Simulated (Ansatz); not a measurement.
# InH2F (SMILES [H][In]([H])[F]): levels of theory compared

We compute a comparison of 6 runs (B3LYP/STO-3G, HSE06/STO-3G, r2SCAN0/STO-3G, wB97M-V/STO-3G, RPA@PBE/STO-3G, CCSDT/STO-3G) of InH2F. 

The calculation is run with Ansatz 0.2.0.

58 further runs of the same task are left out: 2 that didn't finish, 56 set aside as unsound or not needed.

## 1. Starting point

The species is InH2F (4 atoms), meant as a singlet with charge 0. As SMILES, `[H][In]([H])[F]`. The H3–In1 distance was set to 3.383 Å, away from the relaxed value. At this shape a bond of the SMILES string is far longer than usual.

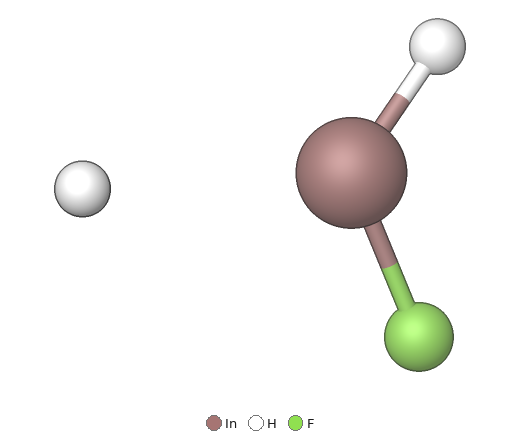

The structure, seen from a chosen angle (indium brown, hydrogen white, fluorine green).

## 2. A single-point energy at B3LYP/STO-3G (run 1)

input.yaml reads:

```yaml
crystal:
  periodic: [false, false, false]
  atoms:
    - symbol: In
      position_ang: [1.029801, -1.274681, 0.018480]
    - symbol: H
      position_ang: [2.711821, -1.465781, 0.032250]
    - symbol: H
      position_ang: [-0.891440, 1.509340, -0.018860]
    - symbol: F
      position_ang: [0.031681, -2.944921, 0.024130]
basis:
  gaussian: {orbitals: STO-3G}
hamiltonian: {xc: {name: B3LYP}}
accuracy: high
```

Command:

```bash
$ ansatz run input.yaml --threads 1 --pin off --max-ram 2610MiB --events-out events.jsonl --progress --plain --runs-dir runs
```

The log of the run:

```text
Warning: RAYON_NUM_THREADS=1 ignored (pool sized by the plan → 1); use --threads N
Functional definition: B3LYP
  name "B3LYP"
  parameter a0 = 0.2
  parameter ax = 0.72
  parameter ac = 0.81
  exchange = (1 - a0 - ax)*slater_x + ax*b88_x + a0*exact_x
  correlation = (1 - ac)*vwn_rpa_c + ac*lyp_c
614 factors; integrals over basis functions are off by at most 4.8e-9 eV
mean field evaluation 1: about -157388.7471 eV, gradient 2.8e1 eV
mean field evaluation 2: about -157362.8330 eV, gradient 8.8e1 eV
mean field evaluation 4: about -157389.9767 eV, gradient 2.0e1 eV
mean field evaluation 8: about -157393.1911 eV, gradient 1.6e1 eV
mean field evaluation 16: about -157396.7899 eV, gradient 2.9e-6 eV
mean field -157396.78987784 eV, -5784.2253406347 hartree, gradient 5.2e-8 eV, S^2 0.000000; 0 other end points of the search recorded, 0 dependent functions left out
reference -157396.78990568 eV, -5784.2253416576 hartree; 30, 30 occupied and 4, 4 virtual orbitals, 614 factors
Total energy: -157396.78990568 eV, -5784.2253416576 hartree
```

It took 1.8 s on 1 thread of Arm Neoverse V2, shared host; peak memory 0.11 GiB.

## 3. The energy at HSE06/STO-3G (run 2)

job.yaml reads:

```yaml
crystal:
  periodic: [false, false, false]
  atoms:
    - {symbol: In, position_ang: [1.029801, -1.274681, 0.018480]}
    - {symbol: H, position_ang: [2.711821, -1.465781, 0.032250]}
    - {symbol: H, position_ang: [-0.891440, 1.509340, -0.018860]}
    - {symbol: F, position_ang: [0.031681, -2.944921, 0.024130]}
basis:
  gaussian:
    orbitals: STO-3G
total_charge: 0
hamiltonian:
  xc: hse06
accuracy: high
```

Command:

```bash
$ ansatz run job.yaml --threads 1 --pin off --max-ram 2610MiB --events-out events.jsonl --progress --plain --runs-dir runs
```

The log of the run:

```text
Warning: RAYON_NUM_THREADS=1 ignored (pool sized by the plan → 1); use --threads N
Functional definition: HSE06
  name "HSE06"
  parameter a = 0.25
  parameter omega = 0.11/bohr
  exchange = pbe_x - a*pbe_x_sr(omega) + a*exact_x_sr(omega)
  correlation = pbe_c
614 factors; integrals over basis functions are off by at most 4.8e-9 eV
49 factors; integrals over basis functions are off by at most 9.9e-10 eV
mean field evaluation 1: about -157380.2700 eV, gradient 2.5e1 eV
mean field evaluation 2: about -157356.4722 eV, gradient 8.3e1 eV
mean field evaluation 4: about -157380.7401 eV, gradient 1.9e1 eV
mean field evaluation 8: about -157383.4315 eV, gradient 1.5e1 eV
mean field evaluation 16: about -157387.4851 eV, gradient 9.6e-9 eV
mean field -157387.48509016 eV, -5783.8833959945 hartree, gradient 1.8e-8 eV, S^2 0.000000; 0 other end points of the search recorded, 0 dependent functions left out
reference -157387.48509206 eV, -5783.8833960644 hartree; 30, 30 occupied and 4, 4 virtual orbitals, 614 factors
Total energy: -157387.48509206 eV, -5783.8833960644 hartree
```

Wall time 2.2 s (1 thread of Arm Neoverse V2, shared host); peak memory 0.11 GiB.

Runs 3 to 4 aren't shown in full; the table further down has their settings and results.

## 4. The energy at RPA@PBE/STO-3G (run 5)

run.yaml reads:

```yaml
crystal:
  periodic: [false, false, false]
  atoms:
    - {symbol: In, position_ang: [1.029801, -1.274681, 0.018480]}
    - {symbol: H, position_ang: [2.711821, -1.465781, 0.032250]}
    - {symbol: H, position_ang: [-0.891440, 1.509340, -0.018860]}
    - {symbol: F, position_ang: [0.031681, -2.944921, 0.024130]}
basis:
  gaussian: {orbitals: STO-3G}
correlation: {method: rpa, frozen_orbitals: {F: 1, H: 0, In: 18}}
accuracy: high
total_charge: 0
hamiltonian: {xc: pbe}
```

Command:

```bash
$ ansatz run run.yaml --threads 1 --pin off --max-ram 2610MiB --events-out events.jsonl --progress --plain --runs-dir runs
```

The log of the run, shortened:

```text
Warning: RAYON_NUM_THREADS=1 ignored (pool sized by the plan → 1); use --threads N
Functional definition: PBE
  name "PBE"
[...]
614 factors; integrals over basis functions are off by at most 4.8e-9 eV
[...]
mean field -157378.52002462 eV, -5783.5539359124 hartree, gradient 7.4e-8 eV, S^2 0.000000; 2 other end points of the search recorded, 0 dependent functions left out; unrestricted orbitals would lower it
[...]
unrestricted determinant -157333.85298900 eV, -5781.9124526298 hartree, S^2 0.9736
19 core orbitals not correlated: weight in the atoms' cores, before any rotation towards them, 1.000 or more for the frozen orbitals, at most 0.000 for the correlated occupied ones
reference -157328.88477461 eV, -5781.7298741187 hartree; 11, 11 occupied and 4, 4 virtual orbitals, 614 factors
Total energy: -157336.07622901 eV, -5781.9941551934 hartree
```

Wall time 3.3 s (1 thread of Arm Neoverse V2, shared host); peak memory 0.13 GiB.

## 5. A single-point energy at CCSDT/STO-3G (run 6)

run.yaml reads:

```yaml
crystal:
  periodic: [false, false, false]
  atoms:
    - symbol: In
      position_ang: [1.029801, -1.274681, 0.018480]
    - symbol: H
      position_ang: [2.711821, -1.465781, 0.032250]
    - symbol: H
      position_ang: [-0.891440, 1.509340, -0.018860]
    - symbol: F
      position_ang: [0.031681, -2.944921, 0.024130]
basis:
  gaussian: {orbitals: STO-3G}
correlation: {method: ccsdt, frozen_orbitals: {F: 1, H: 0, In: 18}}
accuracy: high
scf: {omitted_lower_state_checks: [cluster_reference, increment]}
```

Command:

```bash
$ ansatz run run.yaml --threads 1 --pin off --max-ram 2610MiB --events-out events.jsonl --progress --plain --runs-dir runs
```

The log of the run, shortened:

```text
Warning: RAYON_NUM_THREADS=1 ignored (pool sized by the plan → 1); use --threads N
Functional definition: HF
  name "HF"
[...]
614 factors; integrals over basis functions are off by at most 4.8e-9 eV
[...]
mean field -157330.48807203 eV, -5781.7887942123 hartree, gradient 1.7e-8 eV, S^2 0.000000; 1 other end points of the search recorded, 0 dependent functions left out; unrestricted orbitals would lower it
19 core orbitals not correlated: weight in the atoms' cores, before any rotation towards them, 1.000 or more for the frozen orbitals, at most 0.000 for the correlated occupied ones
reference -157330.48807203 eV, -5781.7887942123 hartree; 11, 11 occupied and 4, 4 virtual orbitals, 614 factors
second order -3.03774499 eV of doubles, -0.00000000 eV of singles
cycle   1  -2.71515335 eV  change   -9.7e-1 eV  update   1.6e-1
[...]
cycle  40  -5.17596424 eV  change   6.4e-10 eV  update  7.9e-10
WARN: these amplitudes may be one of several solutions (largest doubles amplitude 0.72, level shift 7.79 eV)
Total energy: -157335.66403628 eV, -5781.9790073897 hartree
Checks for a lower state left out: cluster_reference, increment
```

Wall time 0.85 s (1 thread of Arm Neoverse V2, shared host).

## 6. All runs side by side

```csv
run,level,frozen core orbitals,energy (Eh),wall time
1,B3LYP/STO-3G,–,-5784.225342,1.8 s
2,HSE06/STO-3G,–,-5783.883396,2.2 s
3,r2SCAN0/STO-3G,–,-5784.475655,4.5 s
4,wB97M-V/STO-3G,–,-5784.320295,17 s
5,RPA@PBE/STO-3G,19,-5781.994155,3.3 s
6,CCSDT/STO-3G,19,-5781.979007,0.85 s
```

## 7. Summary of results

| quantity | value |
| --- | --- |
| run 6: total energy | -5781.97901 Eh |
| run 6: correlation energy (19 core orbitals frozen) | -190.2 mEh |
| run 6: T1 diagnostic | 0.039 |

**Reading.** Totals of different functionals can't be ranked against each other. In runs 5, 6 the log says that unrestricted orbitals would lower the reference, so the values rest on an unstable closed-shell determinant (other closed-shell runs at this shape may share the fault). In runs 1, 2, 3, 4, 5, 6 the basis is minimal, so the values are rough. In runs 1, 2, 3, 4, 5, 6 relativity is left out where basis or elements ask for it. All runs together took 30 s, the longest 17 s.
